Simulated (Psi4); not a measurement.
# C2H2FS− (SMILES C=C(F)[S-]): HF/STO-3G

Aim: the vertical ionisation energy of C2H2FS− at HF/STO-3G, from 2 runs. 

The calculation is run with Psi4 1.11.

2 further runs of the same task are left out: 2 set aside as unsound or not needed.

### 1 The system as given

The species is C2H2FS− (6 atoms), meant as a singlet with charge -1. SMILES: `C=C(F)[S-]`. The coordinates come from a GFN2-xTB relaxation.

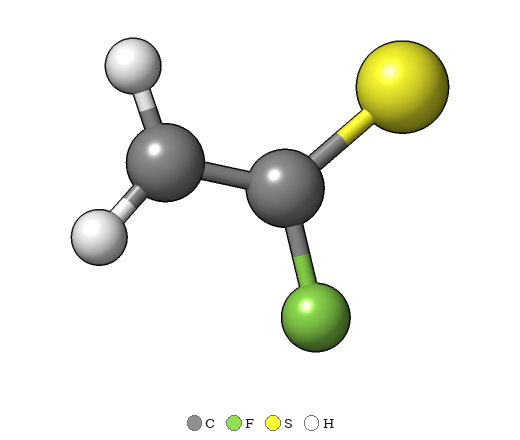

The structure, seen from a chosen angle (carbon grey, fluorine green, sulfur yellow, hydrogen white).

### 2 Energy and forces at HF/STO-3G

The input, input.inp:

```
memory 1600 mb

molecule {
  -1 1
  C
  C 1 R2
  F 2 R3 1 A3
  S 2 R4 1 A4 3 D4
  H 1 R5 2 A5 3 D5
  H 1 R6 5 A6 2 D6

  R2 = 1.339461
  R3 = 1.398637
  A3 = 114.82141
  R4 = 1.68394
  A4 = 129.06943
  D4 = 179.99768
  R5 = 1.074061
  A5 = 120.1671
  D5 = 179.99165
  R6 = 1.078551
  A6 = 118.33511
  D6 = 179.99807
  units angstrom
  symmetry c1
  no_reorient
  no_com
}

set globals {
  basis STO-3G
  puream true
  e_convergence 1e-09
  d_convergence 1e-08
  scf_type pk
}

e, wfn = gradient('hf', return_wfn=True)
oeprop(wfn, 'LOWDIN_CHARGES', 'DIPOLE', 'QUADRUPOLE', title='HF')
```

The run is started by

```
$ psi4 input.inp input.out -n 1
```

input.out:

```text
[...]
  Running in c1 symmetry.
[...]
  Nuclear repulsion =  142.551973050027414
[...]
  Multiplicity = 1
[...]
  Nalpha       = 20
  Nbeta        = 20
[...]
    Number of basis functions: 26
[...]
   @RHF iter   1:  -566.87431592612188   -2.02814e+00   1.43005e-02 DIIS/ADIIS
[...]
   @RHF iter  11:  -566.98369847917093   -3.29692e-12   8.02941e-09 DIIS
[...]
    Orbital Energies [Eh]
    ---------------------
    Doubly Occupied:
       1A    -90.223176     2A    -25.661253     3A    -10.808594
       4A    -10.692411     5A     -8.165001     6A     -5.797206
       7A     -5.793774     8A     -5.793000     9A     -1.242177
      10A     -0.718942    11A     -0.559620    12A     -0.407723
      13A     -0.317540    14A     -0.291757    15A     -0.278780
      16A     -0.215298    17A     -0.091205    18A     -0.076485
      19A      0.084731    20A      0.104025
[...]
  @RHF Final Energy:  -566.98369847917093
   => Energetics <=
    Nuclear Repulsion Energy =            142.5519730500274136
    One-Electron Energy =               -1085.1809709725682751
    Two-Electron Energy =                 375.6452994433698791
    Total Energy =                       -566.9836984791709256
[...]
  -Total Gradient:
     Atom            X                  Y                   Z
    ------   -----------------  -----------------  -----------------
       1        0.000003134376     0.010047665305     0.007399642483
       2       -0.000002334220     0.002003037194    -0.015418842433
       3       -0.000003774661    -0.008973609918     0.009141766869
       4        0.000003987830    -0.002437516472    -0.006355701369
       5       -0.000006441666     0.003261546824     0.002546859635
       6        0.000005428342    -0.003901122926     0.002686274808
[...]
 Multipole Moments:
 ------------------------------------------------------------------------------------
     Multipole            Electronic (a.u.)      Nuclear  (a.u.)        Total (a.u.)
 ------------------------------------------------------------------------------------
 L = 1.  Multiply by 2.5417464519 to convert [e a0] to [Debye]
 Dipole X            :          0.0000256           -0.0000504           -0.0000249
 Dipole Y            :         -1.7025140            1.0202764           -0.6822376
 Dipole Z            :          4.3491291           -4.3851380           -0.0360089
 Magnitude           :                                                    0.6831872
 L = 2.  Multiply by 1.3450342976 to convert [e a0^2] to [Debye ang]
 Quadrupole XX       :        -20.6315985            0.0000002          -20.6315983
 Quadrupole XY       :         -0.0026388            0.0024613           -0.0001776
[...]
```

Wall time 2.4 s (1 thread of Intel Xeon Platinum 8259CL at 2.50GHz (Skylake/Cascade Lake), shared host); peak memory 0.18 GiB.

### 3 Doublet neutral C2H2FS at the same level

The input, c2h2fs.inp:

```
memory 1600 mb

molecule geom {
  0 2
  C     -0.134120     0.748510     0.017720
  C      0.106370    -0.569060    -0.000420
  F      0.607450    -1.090970     1.196540
  S     -0.110620    -1.670340    -1.255710
  H     -0.520330     1.238760    -0.856410
  H      0.051250     1.343090     0.898280
  units angstrom
  symmetry c1
}

set globals {
  basis         STO-3G
  reference     uhf
  puream        true
  e_convergence 1e-09
  d_convergence 1e-08
  scf_type      pk
  maxiter       200
}

result, w = gradient("scf", return_wfn=True)
oeprop(w, "WIBERG_LOWDIN_INDICES", "DIPOLE", "MULLIKEN_CHARGES")
print_variables()
```

The run is started by

```
$ psi4 -i c2h2fs.inp -o c2h2fs.out -n 1
```

c2h2fs.out:

```text
[...]
  Running in c1 symmetry.
[...]
  Nuclear repulsion =  142.551973020014003
[...]
  Multiplicity = 2
[...]
  Nalpha       = 20
  Nbeta        = 19
[...]
    Number of basis functions: 26
[...]
   @UHF iter   1:  -566.93643427366874   -2.09026e+00   1.69411e-02 ADIIS/DIIS
[...]
   @UHF iter  18:  -567.13463444099932   -5.68434e-13   9.12393e-09 DIIS
[...]
   @S^2 Observed:                1.055236822E+00
[...]
  @UHF Final Energy:  -567.13463444099932
   => Energetics <=
    Nuclear Repulsion Energy =            142.5519730200140032
    One-Electron Energy =               -1072.1113158714101701
    Two-Electron Energy =                 362.4247084103968746
    Total Energy =                       -567.1346344409993208
  UHF NO Occupations:
  HONO-2 :   18  A 1.9970006
  HONO-1 :   19  A 1.8427046
[...]
  -Total Gradient:
     Atom            X                  Y                   Z
    ------   -----------------  -----------------  -----------------
       1        0.011490289040    -0.049226831376     0.006763671142
       2       -0.027483566581     0.054098295129    -0.051505406189
       3        0.009432947428    -0.008301326192     0.023368693680
       4        0.004429914877     0.011540483430     0.019559502496
       5        0.002411546136    -0.006189715469     0.003704411098
       6       -0.000281130897    -0.001920905532    -0.001890872228
[...]
 Multipole Moments:
 ------------------------------------------------------------------------------------
     Multipole            Electronic (a.u.)      Nuclear  (a.u.)        Total (a.u.)
 ------------------------------------------------------------------------------------
 L = 1.  Multiply by 2.5417464519 to convert [e a0] to [Debye]
 Dipole X            :          0.9628348           -1.1052769           -0.1424421
 Dipole Y            :         -3.9093040            4.2687690            0.3594650
 Dipole Z            :          0.6860152           -0.9090479           -0.2230327
 Magnitude           :                                                    0.4463725
[...]
  Mulliken Charges: (a.u.)
   Center  Symbol    Alpha    Beta     Spin     Total
       1     C     3.51651  2.61806  0.89845 -0.13457
       2     C     2.63196  3.37671 -0.74475 -0.00867
       3     F     4.57615  4.57227  0.00389 -0.14842
       4     S     8.41880  7.44451  0.97429  0.13669
       5     H     0.43012  0.49509 -0.06497  0.07479
       6     H     0.42646  0.49336 -0.06690  0.08019
   Total alpha = 20.00000, Total beta = 19.00000, Total charge =  0.00000
  Wiberg Bond Indices using Orthogonal Lowdin Orbitals:
[...]
```

Wall time 2.5 s (1 thread of Intel Xeon Platinum 8259CL at 2.50GHz (Skylake/Cascade Lake), shared host); peak memory 0.18 GiB.

### 4 Outcome

Level: HF/STO-3G.

| quantity | value |
| --- | --- |
| singlet C2H2FS−: total energy | -566.98370 Eh |
| singlet C2H2FS−: HOMO energy | 2.83 eV |
| singlet C2H2FS−: LUMO energy | 16.15 eV |
| singlet C2H2FS−: HOMO–LUMO gap (to an unbound level, set by the basis) | 13.32 eV |
| singlet C2H2FS−: largest force on an atom | 0.800 eV/Å |
| doublet neutral C2H2FS: total energy | -567.13463 Eh |
| doublet neutral C2H2FS: dipole moment | 1.13 D |
| doublet neutral C2H2FS: HOMO energy (highest over α and β) | -6.94 eV |
| doublet neutral C2H2FS: LUMO energy (lowest over α and β) | 5.09 eV |
| doublet neutral C2H2FS: ⟨S²⟩ | 1.055 |
| doublet neutral C2H2FS: largest force on an atom | 4.093 eV/Å |
| vertical detachment energy (to the doublet neutral) | -4.107 eV |

The species is unbound against losing an electron at this level, by 4.11 eV (−95 kcal/mol); missing correlation or diffuse functions can give that sign where the real anion is bound. The largest force (singlet C2H2FS−) is 0.80 eV/Å: the shape isn't a stationary point for this species at this level. In a minimal basis such a difference can be off by several eV, whatever the method. The HOMO (singlet C2H2FS−) lies at positive energy, 2.83 eV: the electron is unbound at this level or held by a compact basis; values depend on the basis. ⟨S²⟩ (doublet neutral C2H2FS) is 1.06 where a pure doublet has 0.75: the reference is spin-contaminated. Mulliken charges (doublet neutral C2H2FS) run from -0.15 on F3 to +0.14 on S4; they depend strongly on the basis.
